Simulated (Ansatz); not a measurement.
The parent structure is Ge in the diamond structure (space group Fd-3m, No. 227; a = 5.674 Å). Axes: x, y, z lie along the cube axes.

Structures relaxed with r2SCAN in Ansatz (plane waves to 500 eV, PAW, no SOC).

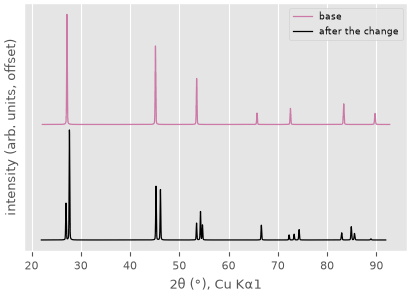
Simulated powder patterns before (top) and after one change

**Question.** Which of these changes matches the shifts?
A. biaxial strain −1.25 %, plane normal [111], relaxed out of plane
B. biaxial strain −2.08 %, plane normal [111], relaxed out of plane
C. biaxial strain −0.42 %, plane normal [111], relaxed out of plane

**Answer.** B, biaxial strain −2.08 %, plane normal [111], relaxed out of plane. Its volume per atom is 22.06 Å³ against 22.84 Å³, and its space group is R-3m (No. 166).

Stability against distortions was not tested.

Ansatz is a first-principles code.
